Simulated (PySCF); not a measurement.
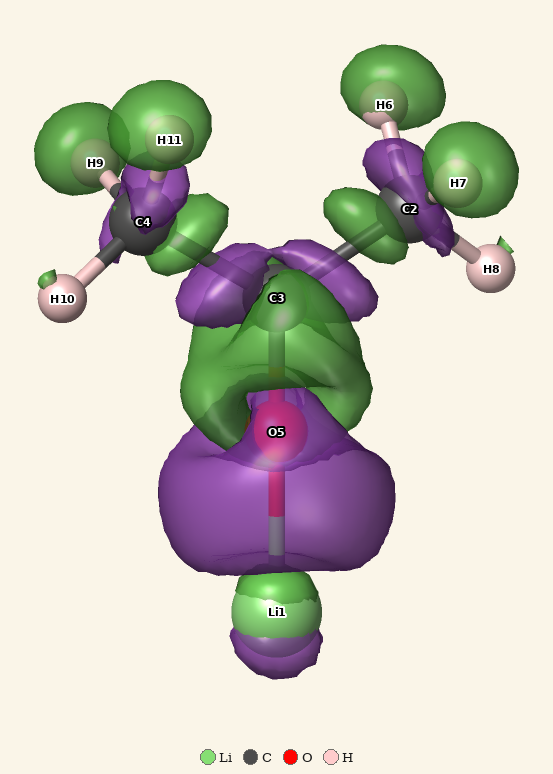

Figure. C$_{3}$H$_{6}$LiO, charge +1, SMILES `[Li+].CC(C)=O`. Density of the complex less the densities of the two fragments at the same geometry, ±0.015 e/Å³ (purple: gain, green: loss). Fragment A: Li(+1) (atom 1); fragment B: H6C3O.

Level of theory: BP86/def2-TZVP (PySCF), at a geometry from GFN2-xTB. GFN2-xTB bond lengths at metals and heavier atoms can be off by up to 0.1 Å and shapes distorted, which carries into these values.

**Which way does charge flow?**

Hirshfeld charges show 0.054 e passing from B to A. By Hirshfeld charges, electrons gather most on O5 (−0.171 e) and leave C3 most (+0.043 e); 0.35 e is displaced in all.

**What is the interaction energy, and which contacts carry it?**

The counterpoise-corrected interaction energy of the frozen fragments is −44.7 kcal/mol without dispersion correction and −46.1 kcal/mol with D3(BJ). D3 uses neutral-atom coefficients and tends to overbind metal cations. The pair geometry is semi-empirical, not a minimum at this level. Contacts: Li1···O5, 1.67 Å, ρ = 0.056 a.u. The pose is a local one from a semi-empirical search, not shown to be the most stable.
